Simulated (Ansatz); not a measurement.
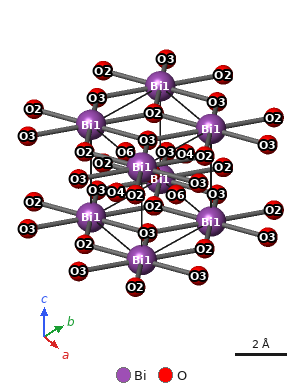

Solid BiO5 (a generated structure, set up in P6/mmm) (coarse preliminary run), before the relaxation. The picture is a ball-and-stick view of the cell of the calculation, seen from a free direction.

Level of theory: DFT PBE, scalar-relativistic, plane waves, PAW in Ansatz 0.2.0.

The input:
```yaml
crystal:
  lattice:
    - [4.80711422, 0.0, 0.0]
    - [-2.40355711, 4.16308304, 0.0]
    - [0.0, 0.0, 4.01278177]
  atoms:
    - { symbol: Bi, position: [0.0, 0.0, 0.0] }
    - { symbol: O, position: [0.33333333, 0.66666667, 0.0] }
    - { symbol: O, position: [0.66666667, 0.33333333, 0.0] }
    - { symbol: O, position: [0.5, 0.0, 0.5] }
    - { symbol: O, position: [0.5, 0.5, 0.5] }
    - { symbol: O, position: [0.0, 0.5, 0.5] }
basis:
  ecutwfc: 420
kpoints:
  mp_grid: { grid: [6, 6, 4] }
hamiltonian:
  xc: pbe
scf:
  occupations: { method: gaussian, width: 0.1 }
  lower_state_search: "off"
output:
  forces: true
  stress: true
  eigenvalues: true
relax:
  adjacent_minimum: "off"
  f_tol: 0.04
  max_steps: 70
  cell: { stress_tol: 0.4 }
```

Command:
```bash
ansatz run input.yaml --threads 1 --pin off --max-ram 2560MiB --backend cpu --events-out ev --progress --plain --runs-dir out
```

> Where does the relaxation end?

The atoms keep their places relative to the cell (all moves are under 0.005 Å). The volume changes by −4.7 %, with a = b 4.807 → 3.877 Å (−19.3 %), c 4.013 → 5.882 Å (+46.6 %). Among the contacts that change: Bi1–O2 2.775 → 2.238 Å. The space group stays P6/mmm (No. 191). The energy falls by 3.210 eV per cell of the calculation in 18 accepted moves (22 points after the start). All forces vanish by symmetry, so only the cell relaxes. The pressure goes from −19.26 to 0.11 GPa. The SCF was repeated 4 times at an unchanged geometry on a basis and grid sized afresh for the cell, which shifted the energy by 0.449 eV per cell of the calculation at most. The run took 68 s on 1 thread of Arm Neoverse V2 (shared host), peak memory 0.35 GiB.

History of the run:

```csv
step,"E − E(0), meV/atom","pressure, GPa","volume, Å³/atom",note
0,0.00,-19.26,13.384,
1,-178.60,-11.61,11.822,
2,-256.99,0.78,10.631,
3,-272.20,3.55,10.528,
4,-286.63,1.75,10.786,
5,-303.07,0.37,10.960,
6,-323.67,-1.07,11.018,
7,-353.55,-2.50,10.943,
8,-355.40,0.69,10.734,
9,-361.28,4.43,10.493,
10,-364.54,-0.52,10.783,
11,-364.79,0.01,10.751,
12,-439.70,6.07,10.751,"same geometry, new basis"
13,-476.93,4.17,11.097,
14,-494.46,1.61,11.504,
15,-496.70,0.16,11.775,
16,-519.83,2.56,11.775,"same geometry, new basis"
17,-525.64,1.05,12.163,
18,-525.23,0.17,12.474,
19,-533.44,0.58,12.474,"same geometry, new basis"
20,-533.21,0.16,12.679,
21,-532.71,0.01,12.761,
22,-534.99,0.11,12.761,"same geometry, new basis"
```

The structure at the end:

```xyz
6
Lattice="3.8772 0.0000 0.0000 -1.9386 3.3577 0.0000 0.0000 0.0000 5.8815" Properties=species:S:1:pos:R:3 pbc="T T T"
Bi    0.0000    0.0000    5.8815
O     0.0000    2.2385    5.8815
O     1.9386    1.1192    5.8815
O     1.9386    0.0000    2.9408
O     0.9693    1.6789    2.9408
O    -0.9693    1.6789    2.9408
```

The end point in the same view:

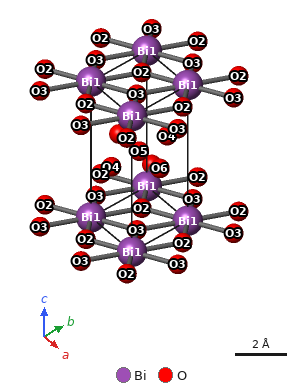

Limits of the set-up: the k-point mesh is coarse for a cell with partly filled bands; an odd number of electrons was run without spin polarisation, which fails if the electron would localise; layers or molecules are held without a dispersion correction, so their spacing is unreliable.
